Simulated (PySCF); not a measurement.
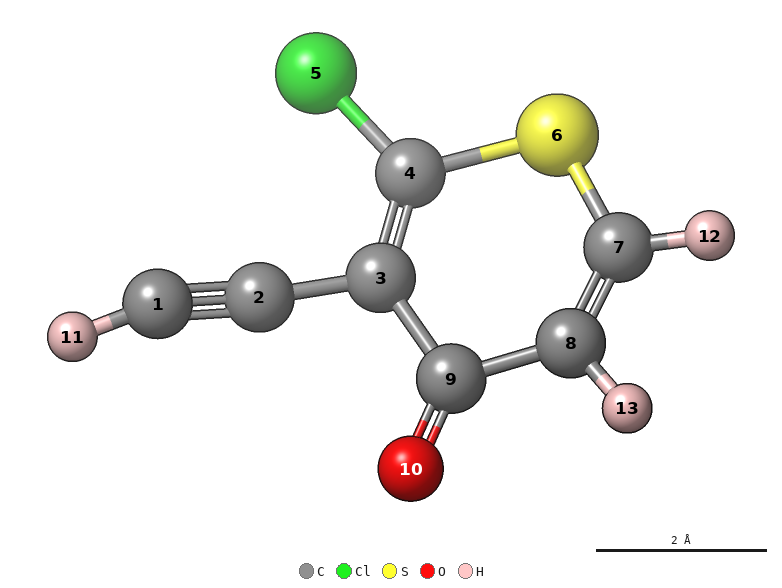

Orthographic view. Distant atoms are faded towards the background colour. Geometry: a frame of a GFN2-xTB molecular-dynamics simulation, not a minimum.

Write a MOL file (V2000) with the atoms in numerical order, bonds sorted by atom number with the orders drawn, and coordinates in the frame of the picture: x right, y up, z towards the viewer, origin at the mean position.

```
C7H3ClOS
                    3D

 13 13  0  0  0  0  0  0  0  0999 V2000
   -3.1700   -0.2500    0.1100 C   0  0  0  0  0  0  0  0  0  0  0  0
   -1.9700   -0.1700   -0.1000 C   0  0  0  0  0  0  0  0  0  0  0  0
   -0.5400    0.0600   -0.2000 C   0  0  0  0  0  0  0  0  0  0  0  0
   -0.1900    1.2900   -0.6000 C   0  0  0  0  0  0  0  0  0  0  0  0
   -1.3000    2.4700   -1.0900 Cl  0  0  0  0  0  0  0  0  0  0  0  0
    1.5400    1.7400   -0.7100 S   0  0  0  0  0  0  0  0  0  0  0  0
    2.2700    0.4200    0.0300 C   0  0  0  0  0  0  0  0  0  0  0  0
    1.7000   -0.7100    0.3900 C   0  0  0  0  0  0  0  0  0  0  0  0
    0.2900   -1.1300    0.3000 C   0  0  0  0  0  0  0  0  0  0  0  0
   -0.1800   -2.1900    0.5900 O   0  0  0  0  0  0  0  0  0  0  0  0
   -4.1700   -0.6300    0.2200 H   0  0  0  0  0  0  0  0  0  0  0  0
    3.3400    0.5600    0.2400 H   0  0  0  0  0  0  0  0  0  0  0  0
    2.3700   -1.4800    0.8200 H   0  0  0  0  0  0  0  0  0  0  0  0
  1  2  3  0
  1 11  1  0
  2  3  1  0
  3  4  2  0
  3  9  1  0
  4  5  1  0
  4  6  1  0
  6  7  1  0
  7  8  2  0
  7 12  1  0
  8  9  1  0
  8 13  1  0
  9 10  2  0
M  END
```
